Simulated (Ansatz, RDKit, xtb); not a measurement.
**C3H6BCl: which of the isomers drawn lies lowest?**

Which of a sample of isomers of C3H6BCl is the most stable in the gas at 298.15 K, and what are its properties? The sample is small against all isomers, and the most stable one of this formula need not be in it.

The funnel: GFN2-xTB relaxations, single points with a density functional, relaxations at PBE-D3(BJ)/def2-SVP, harmonic vibrations, and a last energy at a higher level. All values are calculated.

## (1) Candidates

Isomers were taken from a list of plausible structures; this is a sample, not all of them. That gives 3 candidates.

```tsv
label	SMILES	spin
c473	BC1(Cl)CC1	singlet
c567	B[C@@H]1C[C@@H]1Cl	singlet
c907	B[C@@H]1C[C@H]1Cl	singlet
```

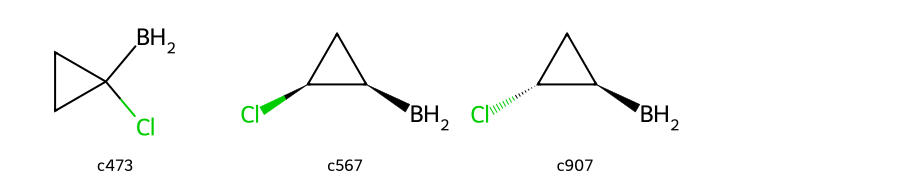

Structural formulas of the candidates.

Candidates are built by distance geometry, with a force field where one applies, in up to four conformers (letters a to d).

## (2) First filter: tight binding

All 3 starts are relaxed the same way. One of them, c473a (taken from a list of positional isomers, embedded by distance geometry and UFF), in full:

Input file start.xyz:

```xyz
11
c473a
C      0.475208     0.484821    -0.864292
C     -0.505593     1.685230    -0.600092
C     -0.837845     0.464902    -1.425514
B      0.771679    -0.493229     0.437107
Cl     1.806674     0.796654    -1.991157
H      0.157798    -0.334331     1.378947
H      1.554894    -1.353666     0.319017
H     -0.956863     1.714712     0.406550
H     -0.253975     2.555220    -1.171914
H     -0.961420     0.696155    -2.542035
H     -1.656003    -0.218867    -0.915743
```

Command:

```console
$ xtb start.xyz --gfn 2 --opt
```

What it wrote (excerpt; [...] marks lines left out):

```text
* xtb version 6.7.1
[...]
          :  # basis functions                  32          :
[...]
          :  # electrons                        28          :
[...]
          :  Hamiltonian                  GFN2-xTB          :
[...]
          :  net charge                          0          :
          :  unpaired electrons                  0          :
[...]
   *** convergence criteria satisfied after 15 iterations ***
[...]
   *** GEOMETRY OPTIMIZATION CONVERGED AFTER 14 ITERATIONS ***
[...]
   *** convergence criteria satisfied after 3 iterations ***
[...]
         ::                     SUMMARY                     ::
         :::::::::::::::::::::::::::::::::::::::::::::::::::::
         :: total energy             -15.231417855332 Eh    ::
         :: gradient norm              0.000528026464 Eh/a0 ::
         :: HOMO-LUMO gap              3.473231738689 eV    ::
         ::.................................................::
         :: SCC energy               -15.395142608376 Eh    ::
         :: -> isotropic ES            0.024477493707 Eh    ::
         :: -> anisotropic ES          0.002646810954 Eh    ::
         :: -> anisotropic XC          0.004905885200 Eh    ::
         :: -> dispersion             -0.006307542426 Eh    ::
         :: repulsion energy           0.163724753044 Eh    ::
         :: add. restraining           0.000000000000 Eh    ::
         :: total charge               0.000000000000 e     ::
         :::::::::::::::::::::::::::::::::::::::::::::::::::::
[...]
        14        2.0000           -0.3983618             -10.8400 (HOMO)
        15                         -0.2707229              -7.3667 (LUMO)
[...]
     #   Z          covCN         q      C6AA      α(0)
     1   6 C        3.741     0.031    20.124     6.400
     2   6 C        3.825    -0.059    21.612     6.615
     3   6 C        3.825    -0.059    21.614     6.616
     4   5 B        2.794     0.231    17.846     7.061
     5  17 Cl       0.938    -0.230   106.436    15.783
     6   1 H        0.940    -0.080     4.918     3.467
     7   1 H        0.940    -0.069     4.584     3.347
     8   1 H        0.926     0.052     2.294     2.368
     9   1 H        0.926     0.066     2.134     2.285
    10   1 H        0.926     0.066     2.133     2.284
    11   1 H        0.926     0.052     2.292     2.368
[...]
     #   Z sym  total        # sym  WBO       # sym  WBO       # sym  WBO
 ---------------------------------------------------------------------------
     1   6 C    3.839 --     4 B    1.104     5 Cl   0.922     2 C    0.902
                             3 C    0.902
     2   6 C    3.947 --     3 C    1.018     8 H    0.977     9 H    0.974
                             1 C    0.902
     3   6 C    3.947 --     2 C    1.018    11 H    0.977    10 H    0.974
                             1 C    0.902
     4   5 B    3.203 --     1 C    1.104     7 H    0.984     6 H    0.977
     5  17 Cl   0.999 --     1 C    0.922
     6   1 H    0.994 --     4 B    0.977
     7   1 H    0.995 --     4 B    0.984
     8   1 H    0.997 --     2 C    0.977
     9   1 H    0.996 --     2 C    0.974
    10   1 H    0.996 --     3 C    0.974
[...]
molecular dipole:
                 x           y           z       tot (Debye)
 q only:       -0.855       0.062       0.477
   full:       -0.794       0.113       0.362       2.237
molecular quadrupole (traceless):
[...]
          | TOTAL ENERGY              -15.231417855332 Eh   |
          | GRADIENT NORM               0.000528026464 Eh/α |
          | HOMO-LUMO GAP               3.473231738689 eV   |
           -------------------------------------------------
[...]
```

Run time: 0.12 s. Hardware: 2 threads of Intel Xeon Platinum 8259CL at 2.50GHz (Skylake/Cascade Lake), shared host.

## (3) The minima found

3 of the 3 relaxations converged. 3 distinct structures remain:

```tsv
label	start	SMILES after	spin	energy (kcal/mol)
c473a	drawn	BC1(Cl)CC1	singlet	0.0
c907a	drawn	B[C@@H]1C[C@H]1Cl	singlet	1.3
c567a	drawn	B[C@@H]1C[C@@H]1Cl	singlet	2.3
```

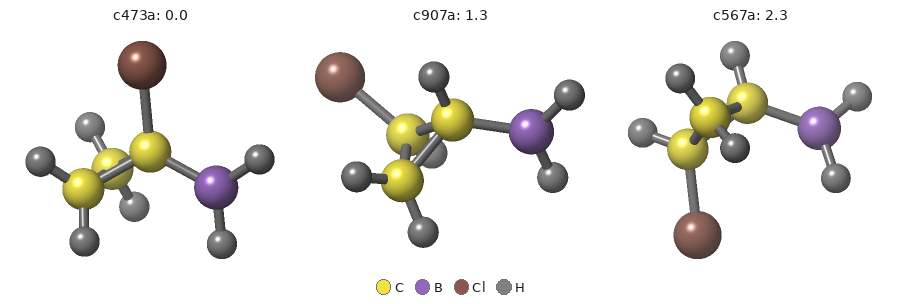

The 3 lowest minima that did not fall apart, with their GFN2-xTB energies in kcal/mol.

## (4) Screening with a density functional

A choice of the minima (the low ones first, few conformers of a pattern, up to a cap) and the lowest that fell apart get a single point at r2SCAN-D4/def2-SVP on the tight-binding geometry, and one at HF/STO-3G for comparison. The lowest singlets are also tried as triplets at the same geometry (label ending in t). The first, c473a:

Input file input.yaml:

```yaml
crystal:
  periodic: [false, false, false]
  atoms:
    - symbol: C
      position_ang: [0.451377, 0.439753, -0.800366]
    - symbol: C
      position_ang: [-0.439295, 1.661492, -0.612574]
    - symbol: C
      position_ang: [-0.953793, 0.511170, -1.385848]
    - symbol: B
      position_ang: [0.767736, -0.493645, 0.376142]
    - symbol: Cl
      position_ang: [1.725318, 0.691464, -2.022802]
    - symbol: H
      position_ang: [-0.063797, -0.665282, 1.177712]
    - symbol: H
      position_ang: [1.805000, -1.018418, 0.468792]
    - symbol: H
      position_ang: [-0.824673, 1.842791, 0.379093]
    - symbol: H
      position_ang: [-0.147964, 2.553812, -1.145649]
    - symbol: H
      position_ang: [-1.020602, 0.600083, -2.459318]
    - symbol: H
      position_ang: [-1.704754, -0.125620, -0.944308]
basis:
  gaussian: {orbitals: def2-SVP}
hamiltonian: {xc: r2scan, dispersion: d4}
scf: {lower_state_search: "off"}
output: {orbitals: {seedname: orbitals}}
```

Command:

```console
$ ansatz run input.yaml --threads 2 --pin off --max-ram 5220MiB --events-out events.jsonl --progress --plain --runs-dir runs
```

What it wrote (excerpt; [...] marks lines left out):

```text
Warning: RAYON_NUM_THREADS=2 ignored (pool sized by the plan → 2); use --threads N
Functional definition: r2SCAN
  name "r2SCAN"
[...]
1171 factors; their error is unknown
[...]
mean field -16396.23973960 eV, -602.5506966598 hartree, gradient 2.6e-6 eV, S^2 0.000000; 0 other end points of the search recorded, 0 dependent functions left out
reference -16396.23974896 eV, -602.5506970040 hartree; 23, 23 occupied and 81, 81 virtual orbitals, 1171 factors
Total energy: -16396.29719874 eV, -602.5528082444 hartree
Checks for a lower state left out: stability, starts, cluster_reference, orbital_swaps, neighbouring_geometries, increment
```

Run time: 1.7 s. Hardware: 2 threads of Intel Xeon Platinum 8259CL at 2.50GHz (Skylake/Cascade Lake), shared host; peak memory 0.15 GiB.

Relative energies in kcal/mol, each column from its lowest structure that stays in one piece:

```tsv
label	SMILES	spin	GFN2-xTB	HF/STO-3G	r2SCAN-D4/def2-SVP
c473a	BC1(Cl)CC1	singlet	0.0	0.0	0.0
c907a	B[C@@H]1C[C@H]1Cl	singlet	1.3	1.2	0.5
c567a	B[C@@H]1C[C@@H]1Cl	singlet	2.3	2.0	1.4
c907at	B[C@@H]1C[C@H]1Cl	triplet	–	–	102.4
c473at	BC1(Cl)CC1	triplet	–	–	108.4
```

## (5) Refinement at PBE-D3(BJ)/def2-SVP

3 candidates are relaxed at PBE-D3(BJ)/def2-SVP (chosen among the lowest in one piece). The first, c473a:

input.yaml: that of step 4 with these lines changed.

```diff
@@ -26,5 +26,10 @@
 basis:
-  gaussian: {orbitals: def2-SVP}
-hamiltonian: {xc: r2scan, dispersion: d4}
-scf: {lower_state_search: "off"}
-output: {orbitals: {seedname: orbitals}}
+  gaussian:
+    orbitals: def2-SVP
+relax:
+  f_tol: 0.003
+scf:
+  lower_state_search: off
+hamiltonian:
+  xc: {name: PBE}
+  dispersion: d3bj
```

Command:

```console
$ ansatz run input.yaml --threads 2 --pin off --max-ram 5220MiB --events-out events.jsonl --progress --plain --runs-dir runs
```

What it wrote (excerpt; [...] marks lines left out):

```text
Warning: RAYON_NUM_THREADS=2 ignored (pool sized by the plan → 2); use --threads N
[...]
Functional definition: PBE
  name "PBE"
[...]
1171 factors; their error is unknown
[...]
mean field -16388.71391085 eV, -602.2741275546 hartree, gradient 8.4e-6 eV, S^2 0.000000; 0 other end points of the search recorded, 0 dependent functions left out
[...]
reference -16388.71394509 eV, -602.2741288129 hartree; 23, 23 occupied and 81, 81 virtual orbitals, 1171 factors
relax step   1: F+E_penalty+E_count = -16388.95959391 eV  Δ(F+E_penalty+E_count) = +0.000e0 eV  max|allowed force component| = 1.049e0 eV/Å  Δτ_max = 0.0000 Å  (18 SCF iters, accepted)
[...]
relax step   7: F+E_penalty+E_count = -16389.07836398 eV  Δ(F+E_penalty+E_count) = -1.275e-5 eV  max|allowed force component| = 5.767e-3 eV/Å  Δτ_max = 0.0015 Å  (13 SCF iters, accepted)
[...]
Atom 2 at    -0.967288     0.508128    -1.378165 Å, force     0.000264     0.000946     0.000701 eV/Å
Atom 3 at     0.766866    -0.479282     0.355131 Å, force     0.000131    -0.000361     0.000483 eV/Å
Atom 4 at     1.759155     0.699119    -2.056452 Å, force     0.000346     0.000049     0.000212 eV/Å
Atom 5 at    -0.123768    -0.632405     1.173279 Å, force     0.000232     0.000041    -0.000140 eV/Å
Atom 6 at     1.829590    -1.047111     0.495369 Å, force    -0.000174    -0.000051    -0.000039 eV/Å
Atom 7 at    -0.812414     1.837631     0.423877 Å, force     0.000081     0.000078     0.000289 eV/Å
Atom 8 at    -0.146700     2.564721    -1.152432 Å, force    -0.000225    -0.000008    -0.000191 eV/Å
Atom 9 at    -1.024234     0.603824    -2.472905 Å, force     0.000361     0.000303    -0.000263 eV/Å
Atom 10 at    -1.709557    -0.167596    -0.926427 Å, force     0.000259    -0.000005     0.000533 eV/Å
Dipole moment:    -0.381494     0.131022     0.058928 e Å
Checks for a lower state left out: stability, starts, cluster_reference, orbital_swaps, neighbouring_geometries, increment
```

Wall time 11 s (2 threads of Intel Xeon Platinum 8259CL at 2.50GHz (Skylake/Cascade Lake), shared host); peak memory 0.15 GiB.

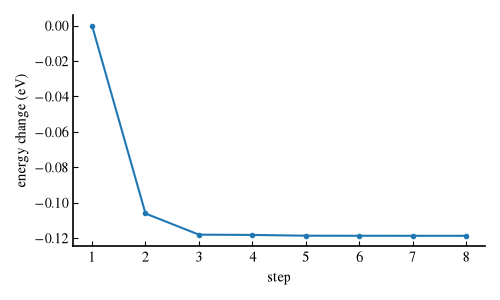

Energy along the run, all evaluated steps.

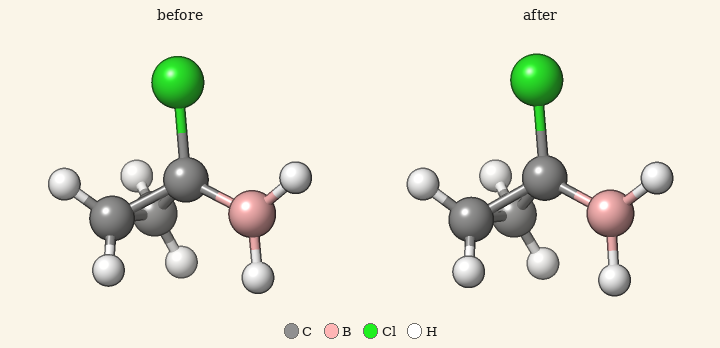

Before and after, at one scale.

After the run. Bond lengths: C1–C2 1.543 Å, C1–C3 1.543 Å, C2–C3 1.484 Å, C1–B4 1.533 Å, C1–Cl5 1.795 Å, B4–H6 1.219 Å, B4–H7 1.213 Å, C2–H8 1.101 Å, C2–H9 1.100 Å, C3–H10 1.100 Å, C3–H11 1.101 Å. Some angles: C1–C2–C3 61.3°, C2–C1–C3 57.5°, C2–C1–B4 118.4°, C2–C1–Cl5 114.9°, C3–C1–B4 118.5°, C3–C1–Cl5 114.9°, B4–C1–Cl5 118.4°, C1–C3–C2 61.3°, C1–C2–H8 117.4°, C1–C2–H9 113.9°.

## (6) Ranking at PBE-D3(BJ)/def2-SVP

```tsv
label	spin	r2SCAN-D4/def2-SVP (kcal/mol)	PBE-D3(BJ)/def2-SVP, relaxed (kcal/mol)	time
c473a	singlet	0.0	0.0	11 s
c907a	singlet	0.5	0.3	13 s
c567a	singlet	1.4	0.8	21 s
```

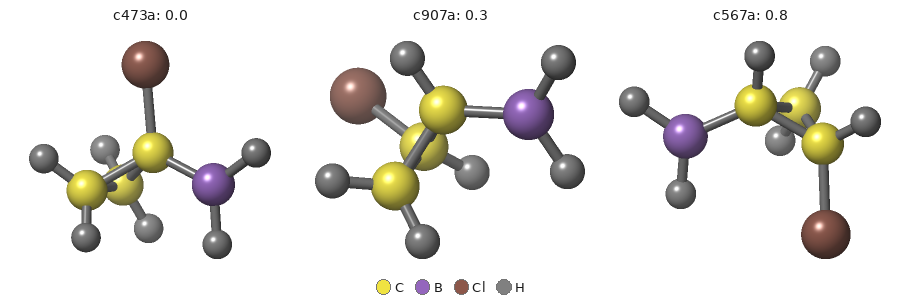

The relaxed structures, with energies at PBE-D3(BJ)/def2-SVP in kcal/mol.

[end of part 1 of 2]
